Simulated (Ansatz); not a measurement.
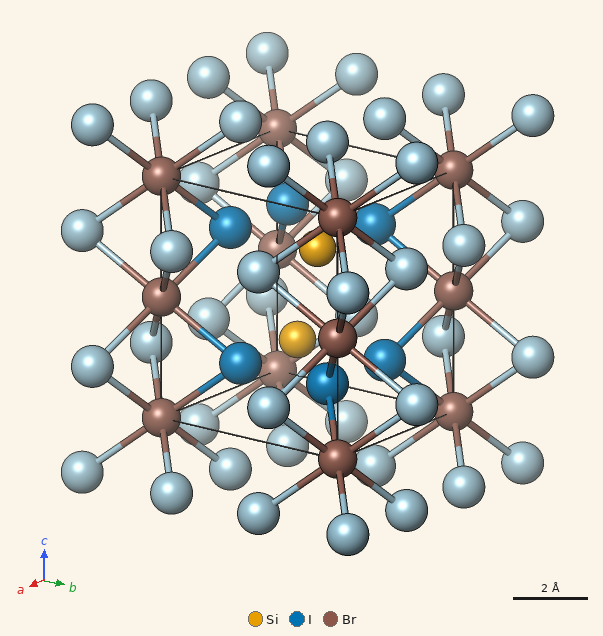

The figure gives a ball-and-stick picture of the atoms, viewed slightly off an axis. The wireframe shows the simulation cell. Atoms just outside the outline that bond to atoms inside are added, in fainter colours.

```xyz
10
Lattice="3.9860 6.9039 0.0000 -3.9860 6.9039 0.0000 0.0000 0.0000 6.6472" Properties=species:S:1:pos:R:3 pbc="T T T"
Si   -0.0004    4.6028    1.6618
Si   -0.0004    9.2049    4.9854
I    -1.9651    5.7371    4.9854
I    -1.9651    8.0706    1.6618
I     0.0000    2.3335    4.9854
I     1.9651    8.0706    1.6618
I     1.9651    5.7371    4.9854
I     0.0000   11.4743    1.6618
Br    0.0000    0.0000    0.0000
Br    0.0000    0.0000    3.3236
```

Results below were computed with DFT, PAW plane waves, PBE (Ansatz 0.2.0); the settings were cutoff 420 eV, a 5×5×5 grid in reciprocal space, Fermi-Dirac smearing of 0.1 eV, no spin polarisation.

Q: What charge does Bader's analysis assign to each element?

A: Si +0.47 e; I -0.12 e; Br -0.10 e.

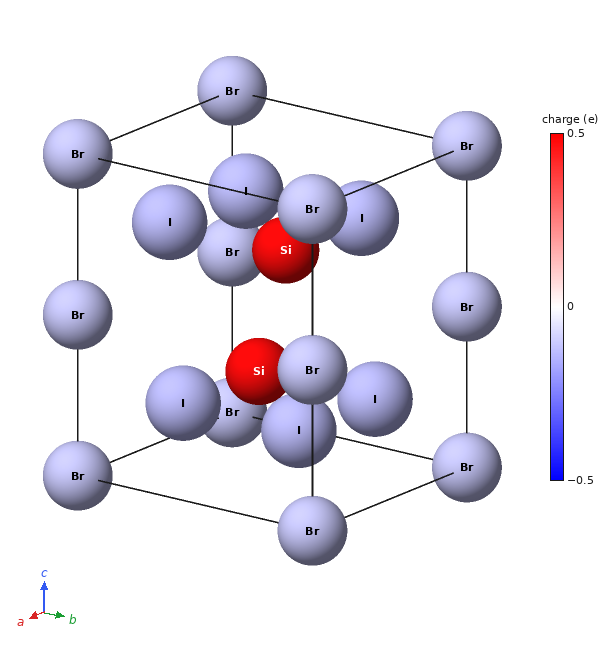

The atoms coloured by those charges.

What is drawn is a generated cell, made by putting these elements into a known structure type (the compound may or may not exist in this form); it hasn't been relaxed. It went into a calculation with Ansatz.

At this level of theory the cell isn't at rest (forces up to 2.4 eV/Å), so its distances can differ from those at equilibrium, the more so the softer the solid.
